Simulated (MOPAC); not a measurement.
Geometry relaxation of CH₄F₂Si (part 2 of 4)

CH₄F₂Si; PM3, closed shell (MOPAC 23.2.5). 

Geometry of the input (Å):
```
F  -0.5077  1.7196  -0.7046
C  -0.2363  0.8792  0.3588
Si 0.3330  -0.8382  -0.2694
F  -0.9951  -1.7053  -0.5294
H  -1.1569  0.8233  0.9466
H  0.5244  1.3860  0.9576
H  -1.1207  -2.5679  0.0677
H  1.0000  -0.7272  -1.5521
```

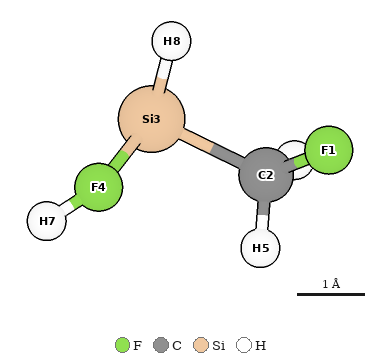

The geometry at step 21 of the log (ball-and-stick view, seen at an oblique angle; atoms are numbered from 1 in the order of the input).

**Trajectory as extended XYZ, continued**
```
8
Properties=species:S:1:pos:R:3:forces:R:3 step=5 energy=-2.90955
F    -0.5277    1.7879   -0.6874    0.0523  -0.3830   0.2994
C    -0.2380    0.8688    0.2810   -0.3103   0.6785   0.3532
Si    0.4160   -0.8420   -0.2066    0.3693   0.1973   0.1667
F    -1.0652   -1.7644   -0.5251    0.1275  -0.0630   0.1428
H    -1.1484    0.8144    0.9400    0.4940  -0.0827  -0.5120
H     0.5309    1.3592    0.9349   -0.2218  -0.3269  -0.3483
H    -1.1533   -2.5699   -0.0081   -0.3703  -0.1609  -0.1131
H     0.9768   -0.6738   -1.6030   -0.1406   0.1406   0.0112
8
Properties=species:S:1:pos:R:3:forces:R:3 step=6 energy=-2.91400
F    -0.5282    1.7751   -0.6779   -0.1686   0.4414  -0.5286
C    -0.2383    0.8822    0.2895   -0.1207  -0.6844  -0.3734
Si    0.4240   -0.8364   -0.1992    0.1817  -0.0539  -0.0931
F    -1.0715   -1.7618   -0.5270    0.2354  -0.7644   0.7072
H    -1.1410    0.8107    0.8961   -0.2749  -0.0854   0.2258
H     0.5279    1.3442    0.8949    0.5653   0.3060   0.4942
H    -1.1648   -2.5890   -0.0131   -0.2258   0.7143  -0.6265
H     0.9719   -0.6673   -1.6155   -0.1923   0.1263   0.1945
8
Properties=species:S:1:pos:R:3:forces:R:3 step=7 energy=-2.94619
F    -0.5281    1.7837   -0.6818   -0.0554   0.0633  -0.1610
C    -0.2421    0.8741    0.2817    0.2893   0.0513  -0.0170
Si    0.4243   -0.8400   -0.2029    0.2313   0.0899   0.0843
F    -1.0673   -1.7610   -0.5171    0.1919  -0.2591   0.2732
H    -1.1420    0.8073    0.9002   -0.1851  -0.0828   0.0929
H     0.5334    1.3466    0.9184   -0.0372  -0.1037  -0.0671
H    -1.1723   -2.5874   -0.0295   -0.2937   0.1245  -0.2407
H     0.9681   -0.6614   -1.6068   -0.1412   0.1166   0.0355
8
Properties=species:S:1:pos:R:3:forces:R:3 step=8 energy=-2.95910
F    -0.5307    1.7888   -0.6856    0.0160  -0.1265   0.0260
C    -0.2373    0.8744    0.2763   -0.3224   0.0443   0.1007
Si    0.4259   -0.8423   -0.1990    0.2533   0.1593   0.0806
F    -1.0638   -1.7608   -0.5098    0.1939   0.1322  -0.0036
H    -1.1473    0.7996    0.9104    0.2339  -0.0235  -0.2215
H     0.5337    1.3372    0.9147    0.0802   0.0193   0.0117
H    -1.1887   -2.5939   -0.0573   -0.3367  -0.2849   0.0100
H     0.9602   -0.6503   -1.6022   -0.1182   0.0799  -0.0040
8
Properties=species:S:1:pos:R:3:forces:R:3 step=9 energy=-2.98217
F    -0.5328    1.7922   -0.6884    0.0649  -0.2215   0.0915
C    -0.2387    0.8697    0.2676   -0.1460   0.1843   0.1802
Si    0.4346   -0.8419   -0.1943    0.1898   0.1238   0.0737
F    -1.0594   -1.7540   -0.4909    0.1157  -0.1722   0.0555
H    -1.1481    0.7860    0.8945    0.1540   0.0109  -0.1391
H     0.5396    1.3234    0.9154   -0.0815  -0.0018  -0.0917
H    -1.2271   -2.6194   -0.1102   -0.2166   0.0512  -0.0952
H     0.9427   -0.6275   -1.5994   -0.0803   0.0253  -0.0750
8
Properties=species:S:1:pos:R:3:forces:R:3 step=10 energy=-2.99561
F    -0.5328    1.7897   -0.6928    0.0580  -0.1651   0.0588
C    -0.2411    0.8694    0.2640    0.0836   0.0719   0.1062
Si    0.4467   -0.8373   -0.1857    0.0936   0.0070  -0.1518
F    -1.0543   -1.7506   -0.4685    0.0206  -0.6521   0.1571
H    -1.1494    0.7705    0.8748   -0.0335   0.0685   0.0482
H     0.5462    1.3092    0.9107   -0.1444   0.0851  -0.0561
H    -1.2840   -2.6467   -0.1832    0.0213   0.6428  -0.2160
H     0.9166   -0.5974   -1.6124   -0.0993  -0.0581   0.0534
8
Properties=species:S:1:pos:R:3:forces:R:3 step=11 energy=-3.00290
F    -0.5300    1.7850   -0.6936    0.0176  -0.0779   0.0193
C    -0.2421    0.8721    0.2699    0.1404  -0.0244  -0.0217
Si    0.4481   -0.8330   -0.1881    0.0048  -0.0994  -0.0553
F    -1.0551   -1.7572   -0.4707    0.2377  -0.0187   0.0074
H    -1.1499    0.7737    0.8757   -0.1018   0.0646   0.1066
H     0.5452    1.3143    0.9100   -0.1003   0.1075   0.0053
H    -1.2909   -2.6383   -0.1807   -0.1199   0.0746  -0.0426
H     0.9123   -0.5973   -1.6108   -0.0786  -0.0262  -0.0189
8
Properties=species:S:1:pos:R:3:forces:R:3 step=12 energy=-3.01051
F    -0.5279    1.7773   -0.6964   -0.0354   0.0457  -0.0644
C    -0.2427    0.8752    0.2748    0.0744  -0.1921   0.0126
Si    0.4489   -0.8321   -0.1894    0.0572  -0.0847   0.0433
F    -1.0471   -1.7574   -0.4651    0.1633   0.0258  -0.0434
H    -1.1532    0.7766    0.8804   -0.0377   0.0761   0.0699
H     0.5427    1.3212    0.9091   -0.0513   0.1292   0.0586
H    -1.3172   -2.6360   -0.2045   -0.1107   0.0187  -0.0088
H     0.8988   -0.5903   -1.6122   -0.0600  -0.0186  -0.0678
8
Properties=species:S:1:pos:R:3:forces:R:3 step=13 energy=-3.02178
F    -0.5252    1.7621   -0.7042   -0.0664   0.0344  -0.0110
C    -0.2437    0.8759    0.2849   -0.0115  -0.1274  -0.0493
Si    0.4552   -0.8308   -0.1865    0.1666  -0.0298  -0.0492
F    -1.0287   -1.7582   -0.4523   -0.1102  -0.2867  -0.0102
H    -1.1588    0.7879    0.8900    0.0524   0.0575   0.0133
H     0.5356    1.3427    0.9098   -0.0345   0.0786   0.0779
H    -1.3887   -2.6278   -0.2667    0.0707   0.3239  -0.0494
H     0.8613   -0.5711   -1.6324   -0.0672  -0.0507   0.0780
8
Properties=species:S:1:pos:R:3:forces:R:3 step=14 energy=-3.02613
F    -0.5256    1.7573   -0.7058   -0.0619  -0.0152   0.0257
C    -0.2434    0.8752    0.2886   -0.0318   0.0065  -0.0222
Si    0.4582   -0.8321   -0.1869    0.1413   0.0019   0.0032
F    -1.0244   -1.7602   -0.4549    0.0146   0.0585  -0.0611
H    -1.1591    0.7992    0.8981    0.0950   0.0072  -0.0399
H     0.5293    1.3574    0.9138   -0.0464  -0.0042   0.0225
H    -1.4049   -2.6139   -0.2694   -0.0700  -0.0224   0.0200
H     0.8505   -0.5723   -1.6343   -0.0408  -0.0323   0.0517
8
Properties=species:S:1:pos:R:3:forces:R:3 step=15 energy=-3.02769
F    -0.5273    1.7505   -0.7087   -0.0553  -0.0352   0.0438
C    -0.2433    0.8748    0.2919    0.0013   0.0843  -0.0277
Si    0.4673   -0.8323   -0.1862   -0.0002  -0.0224   0.0904
F    -1.0187   -1.7613   -0.4517   -0.0697  -0.1481   0.0110
H    -1.1586    0.8079    0.9011    0.0680  -0.0438  -0.0350
H     0.5227    1.3695    0.9174   -0.0419  -0.0516  -0.0130
H    -1.4433   -2.6039   -0.2935    0.0788   0.2340  -0.0213
H     0.8287   -0.5664   -1.6330    0.0190  -0.0172  -0.0482
8
Properties=species:S:1:pos:R:3:forces:R:3 step=16 energy=-3.02898
F    -0.5297    1.7515   -0.7075   -0.0505   0.0006  -0.0133
C    -0.2425    0.8755    0.2902    0.0321   0.0165   0.0085
Si    0.4683   -0.8343   -0.1842   -0.0053   0.0192   0.0151
F    -1.0197   -1.7606   -0.4547    0.0563   0.0753  -0.0145
H    -1.1561    0.8073    0.8988    0.0170  -0.0532  -0.0031
H     0.5218    1.3685    0.9182   -0.0182  -0.0342  -0.0139
H    -1.4396   -2.5988   -0.2863   -0.0468   0.0025   0.0146
H     0.8300   -0.5694   -1.6354    0.0155  -0.0266   0.0066
8
Properties=species:S:1:pos:R:3:forces:R:3 step=17 energy=-3.02964
F    -0.5318    1.7505   -0.7076   -0.0425   0.0066  -0.0228
C    -0.2414    0.8754    0.2896    0.0098  -0.0111   0.0093
Si    0.4696   -0.8351   -0.1827    0.0055   0.0350  -0.0102
F    -1.0182   -1.7588   -0.4555    0.0427   0.0729  -0.0115
H    -1.1544    0.8054    0.8981    0.0002  -0.0553   0.0060
H     0.5206    1.3683    0.9185    0.0108  -0.0124  -0.0047
H    -1.4452   -2.5933   -0.2874   -0.0509  -0.0082   0.0168
H     0.8274   -0.5711   -1.6359    0.0243  -0.0276   0.0171
8
Properties=species:S:1:pos:R:3:forces:R:3 step=18 energy=-3.03121
F    -0.5389    1.7468   -0.7083   -0.0157  -0.0012  -0.0063
C    -0.2383    0.8735    0.2876   -0.0549  -0.0487  -0.0121
Si    0.4737   -0.8360   -0.1790    0.0271   0.0308  -0.0309
F    -1.0150   -1.7514   -0.4585    0.0047   0.0465   0.0058
H    -1.1494    0.7939    0.8968   -0.0355  -0.0416   0.0228
H     0.5184    1.3656    0.9194    0.0698   0.0484   0.0148
H    -1.4596   -2.5756   -0.2864   -0.0568  -0.0208   0.0155
H     0.8233   -0.5797   -1.6335    0.0613  -0.0134  -0.0097
8
Properties=species:S:1:pos:R:3:forces:R:3 step=19 energy=-3.03207
F    -0.5430    1.7428   -0.7092   -0.0165  -0.0016   0.0049
C    -0.2375    0.8718    0.2872   -0.0408  -0.0434   0.0037
Si    0.4774   -0.8359   -0.1767    0.0362   0.0182  -0.0655
F    -1.0125   -1.7461   -0.4597   -0.0476  -0.0290   0.0300
H    -1.1472    0.7849    0.8978   -0.0412  -0.0231   0.0215
H     0.5177    1.3665    0.9197    0.0549   0.0481   0.0000
H    -1.4738   -2.5624   -0.2882   -0.0214   0.0363   0.0023
H     0.8207   -0.5850   -1.6347    0.0764  -0.0055   0.0031
8
Properties=species:S:1:pos:R:3:forces:R:3 step=20 energy=-3.03312
F    -0.5480    1.7379   -0.7099   -0.0240  -0.0153   0.0345
C    -0.2374    0.8689    0.2873   -0.0124  -0.0136   0.0037
Si    0.4821   -0.8354   -0.1751    0.0282  -0.0192  -0.0622
F    -1.0112   -1.7385   -0.4622   -0.0585  -0.0526   0.0453
H    -1.1455    0.7713    0.8998   -0.0270   0.0101   0.0101
H     0.5177    1.3681    0.9184    0.0160   0.0332  -0.0144
H    -1.4872   -2.5451   -0.2846   -0.0154   0.0418  -0.0026
H     0.8236   -0.5942   -1.6335    0.0931   0.0155  -0.0146
8
Properties=species:S:1:pos:R:3:forces:R:3 step=21 energy=-3.03405
F    -0.5516    1.7336   -0.7100   -0.0413  -0.0171   0.0387
C    -0.2383    0.8665    0.2881    0.0323   0.0114   0.0096
Si    0.4862   -0.8356   -0.1748    0.0146  -0.0360  -0.0573
F    -1.0108   -1.7325   -0.4636   -0.0569  -0.0670   0.0504
H    -1.1458    0.7620    0.9016   -0.0015   0.0330  -0.0011
H     0.5176    1.3719    0.9158   -0.0294  -0.0009  -0.0236
H    -1.4979   -2.5314   -0.2811   -0.0093   0.0480  -0.0058
H     0.8299   -0.6005   -1.6338    0.0916   0.0287  -0.0108
8
Properties=species:S:1:pos:R:3:forces:R:3 step=22 energy=-3.03525
F    -0.5565    1.7287   -0.7095   -0.0572  -0.0198   0.0320
C    -0.2392    0.8637    0.2892    0.0669   0.0329   0.0000
Si    0.4915   -0.8369   -0.1756   -0.0135  -0.0425  -0.0317
F    -1.0115   -1.7254   -0.4653   -0.0277  -0.0547   0.0436
H    -1.1469    0.7528    0.9028    0.0331   0.0479  -0.0091
H     0.5166    1.3772    0.9119   -0.0644  -0.0378  -0.0192
H    -1.5099   -2.5148   -0.2744   -0.0166   0.0326  -0.0047
H     0.8433   -0.6069   -1.6330    0.0794   0.0414  -0.0110
8
Properties=species:S:1:pos:R:3:forces:R:3 step=23 energy=-3.03656
F    -0.5629    1.7234   -0.7085   -0.0607  -0.0168   0.0089
C    -0.2392    0.8609    0.2899    0.0707   0.0369  -0.0090
Si    0.4977   -0.8395   -0.1767   -0.0418  -0.0280  -0.0075
F    -1.0121   -1.7178   -0.4666   -0.0136  -0.0677   0.0353
H    -1.1475    0.7457    0.9028    0.0610   0.0456  -0.0088
H     0.5139    1.3826    0.9085   -0.0688  -0.0613  -0.0075
H    -1.5256   -2.4957   -0.2672   -0.0044   0.0455  -0.0091
H     0.8608   -0.6112   -1.6320    0.0577   0.0458  -0.0022
8
Properties=species:S:1:pos:R:3:forces:R:3 step=24 energy=-3.03821
F    -0.5749    1.7162   -0.7066   -0.0345  -0.0119  -0.0297
C    -0.2372    0.8567    0.2892    0.0089   0.0149  -0.0268
Si    0.5063   -0.8445   -0.1789   -0.0679   0.0111   0.0284
F    -1.0139   -1.7067   -0.4686    0.0216  -0.0670   0.0055
H    -1.1459    0.7380    0.9011    0.0752   0.0182   0.0050
H     0.5083    1.3868    0.9061   -0.0157  -0.0512   0.0164
H    -1.5489   -2.4654   -0.2526    0.0023   0.0472  -0.0121
H     0.8951   -0.6138   -1.6280    0.0101   0.0385   0.0133
8
Properties=species:S:1:pos:R:3:forces:R:3 step=25 energy=-3.03889
F    -0.5764    1.7155   -0.7070   -0.0202  -0.0070  -0.0305
C    -0.2359    0.8567    0.2884   -0.0162   0.0018  -0.0171
Si    0.5063   -0.8448   -0.1787   -0.0539   0.0188   0.0242
F    -1.0130   -1.7071   -0.4686    0.0070  -0.0775   0.0030
H    -1.1434    0.7397    0.9017    0.0492   0.0039   0.0102
H     0.5072    1.3852    0.9082    0.0153  -0.0291   0.0094
H    -1.5539   -2.4619   -0.2525    0.0123   0.0590  -0.0147
H     0.8972   -0.6105   -1.6270    0.0065   0.0300   0.0154
8
Properties=species:S:1:pos:R:3:forces:R:3 step=26 energy=-3.03980
F    -0.5808    1.7128   -0.7089    0.0134  -0.0040  -0.0044
C    -0.2327    0.8562    0.2860   -0.0785  -0.0195   0.0080
Si    0.5056   -0.8444   -0.1775   -0.0022   0.0119   0.0033
F    -1.0100   -1.7093   -0.4698   -0.0277  -0.0854  -0.0043
H    -1.1339    0.7426    0.9068   -0.0316  -0.0202   0.0136
H     0.5066    1.3788    0.9130    0.0942   0.0392  -0.0152
H    -1.5706   -2.4492   -0.2514    0.0350   0.0750  -0.0206
H     0.9033   -0.5990   -1.6230   -0.0024   0.0030   0.0196
8
Properties=species:S:1:pos:R:3:forces:R:3 step=27 energy=-3.04017
F    -0.5805    1.7123   -0.7090    0.0000  -0.0045  -0.0044
C    -0.2335    0.8561    0.2867   -0.0511  -0.0108   0.0086
Si    0.5057   -0.8442   -0.1774   -0.0075   0.0063   0.0088
F    -1.0099   -1.7093   -0.4703   -0.0167  -0.0735  -0.0053
H    -1.1343    0.7416    0.9082   -0.0207  -0.0094   0.0087
H     0.5082    1.3801    0.9107    0.0711   0.0228  -0.0143
H    -1.5714   -2.4480   -0.2511    0.0259   0.0633  -0.0181
H     0.9033   -0.5991   -1.6226   -0.0011   0.0058   0.0159
8
Properties=species:S:1:pos:R:3:forces:R:3 step=28 energy=-3.04107
F    -0.5867    1.7022   -0.7110   -0.0623  -0.0185   0.0209
C    -0.2360    0.8536    0.2904    0.0783   0.0452   0.0017
Si    0.5104   -0.8440   -0.1748   -0.0340  -0.0269   0.0309
F    -1.0048   -1.7072   -0.4763   -0.1095  -0.1687   0.0380
H    -1.1290    0.7347    0.9234    0.0146   0.0418  -0.0188
H     0.5179    1.3893    0.8947   -0.0289  -0.0508  -0.0140
H    -1.6059   -2.4143   -0.2480    0.1382   0.1716  -0.0580
H     0.9116   -0.5926   -1.6166    0.0037   0.0063  -0.0007
8
Properties=species:S:1:pos:R:3:forces:R:3 step=29 energy=-3.04120
F    -0.5844    1.7055   -0.7108   -0.0673  -0.0112   0.0205
C    -0.2361    0.8551    0.2897    0.0729   0.0277   0.0055
Si    0.5048   -0.8431   -0.1743    0.0036  -0.0309   0.0295
F    -1.0062   -1.7131   -0.4782    0.1421   0.1426  -0.0640
H    -1.1269    0.7408    0.9264    0.0098   0.0477  -0.0214
H     0.5247    1.3844    0.8908   -0.0282  -0.0317  -0.0020
H    -1.5919   -2.4220   -0.2432   -0.1283  -0.1366   0.0374
H     0.9146   -0.5853   -1.6124   -0.0046  -0.0076  -0.0054
8
Properties=species:S:1:pos:R:3:forces:R:3 step=30 energy=-3.04214
F    -0.5896    1.7024   -0.7108   -0.0392  -0.0138   0.0156
C    -0.2337    0.8542    0.2890    0.0170   0.0150   0.0047
Si    0.5082   -0.8448   -0.1735   -0.0014  -0.0145   0.0209
F    -1.0047   -1.7093   -0.4793    0.0151  -0.0052  -0.0167
H    -1.1246    0.7396    0.9252   -0.0021   0.0265  -0.0097
H     0.5215    1.3854    0.8929    0.0148  -0.0070  -0.0043
H    -1.6046   -2.4099   -0.2426   -0.0021   0.0077  -0.0096
H     0.9179   -0.5873   -1.6121   -0.0021  -0.0087  -0.0009
8
Properties=species:S:1:pos:R:3:forces:R:3 step=31 energy=-3.04261
F    -0.5956    1.6974   -0.7111   -0.0299  -0.0157   0.0150
C    -0.2321    0.8535    0.2895    0.0035   0.0144   0.0039
Si    0.5107   -0.8463   -0.1714   -0.0044  -0.0048   0.0148
F    -1.0023   -1.7073   -0.4832   -0.0537  -0.0755   0.0136
H    -1.1203    0.7400    0.9295   -0.0011   0.0212  -0.0056
H     0.5244    1.3880    0.8885    0.0193  -0.0048  -0.0041
H    -1.6205   -2.3916   -0.2398    0.0653   0.0778  -0.0375
H     0.9232   -0.5857   -1.6088    0.0010  -0.0126  -0.0001
8
Properties=species:S:1:pos:R:3:forces:R:3 step=32 energy=-3.04310
F    -0.6033    1.6913   -0.7116   -0.0175  -0.0153   0.0103
C    -0.2296    0.8533    0.2904   -0.0163   0.0094   0.0023
Si    0.5127   -0.8481   -0.1680   -0.0051   0.0078   0.0036
F    -0.9993   -1.7062   -0.4894   -0.0988  -0.1016   0.0378
H    -1.1140    0.7442    0.9361    0.0033   0.0095   0.0042
H     0.5308    1.3910    0.8813    0.0226   0.0021  -0.0043
H    -1.6374   -2.3698   -0.2367    0.1043   0.1065  -0.0556
H     0.9288   -0.5828   -1.6037    0.0075  -0.0185   0.0016
8
Properties=species:S:1:pos:R:3:forces:R:3 step=33 energy=-3.04366
F    -0.6109    1.6856   -0.7117   -0.0054  -0.0075  -0.0034
C    -0.2269    0.8542    0.2918   -0.0382  -0.0052   0.0008
Si    0.5132   -0.8500   -0.1639   -0.0007   0.0238  -0.0084
F    -0.9971   -1.7056   -0.4966   -0.0313  -0.0129   0.0206
H    -1.1076    0.7522    0.9436    0.0217  -0.0040   0.0150
H     0.5405    1.3934    0.8719    0.0173   0.0108  -0.0007
H    -1.6462   -2.3521   -0.2348    0.0204   0.0156  -0.0289
H     0.9334   -0.5820   -1.5981    0.0162  -0.0206   0.0049
8
Properties=species:S:1:pos:R:3:forces:R:3 step=34 energy=-3.04396
F    -0.6180    1.6792   -0.7121   -0.0084  -0.0061   0.0005
C    -0.2257    0.8535    0.2930   -0.0234   0.0012  -0.0012
Si    0.5149   -0.8510   -0.1611   -0.0049   0.0149  -0.0070
F    -0.9958   -1.7026   -0.5023   -0.0384  -0.0161   0.0298
H    -1.1017    0.7536    0.9521    0.0402   0.0017   0.0084
H     0.5481    1.3959    0.8628   -0.0083   0.0028  -0.0005
H    -1.6574   -2.3328   -0.2317    0.0293   0.0196  -0.0357
H     0.9435   -0.5828   -1.5929    0.0138  -0.0180   0.0056
8
Properties=species:S:1:pos:R:3:forces:R:3 step=35 energy=-3.04428
F    -0.6239    1.6740   -0.7123   -0.0146   0.0023  -0.0030
C    -0.2249    0.8529    0.2936   -0.0002   0.0025   0.0021
Si    0.5161   -0.8514   -0.1591   -0.0082   0.0002   0.0015
F    -0.9959   -1.6989   -0.5061    0.0231   0.0380   0.0073
H    -1.0959    0.7550    0.9595    0.0411   0.0020   0.0045
H     0.5537    1.3971    0.8559   -0.0198   0.0033  -0.0022
H    -1.6623   -2.3204   -0.2318   -0.0309  -0.0375  -0.0137
H     0.9529   -0.5864   -1.5886    0.0095  -0.0108   0.0035
8
Properties=species:S:1:pos:R:3:forces:R:3 step=36 energy=-3.04472
F    -0.6361    1.6633   -0.7131   -0.0119  -0.0002   0.0087
C    -0.2224    0.8516    0.2947    0.0177   0.0155   0.0002
Si    0.5195   -0.8530   -0.1548   -0.0171  -0.0160   0.0075
F    -0.9946   -1.6920   -0.5131    0.0051   0.0179   0.0191
H    -1.0836    0.7578    0.9737    0.0371  -0.0028  -0.0049
H     0.5628    1.4006    0.8438   -0.0259   0.0081  -0.0094
H    -1.6784   -2.2930   -0.2345   -0.0093  -0.0203  -0.0248
H     0.9689   -0.5915   -1.5809    0.0043  -0.0023   0.0037
```
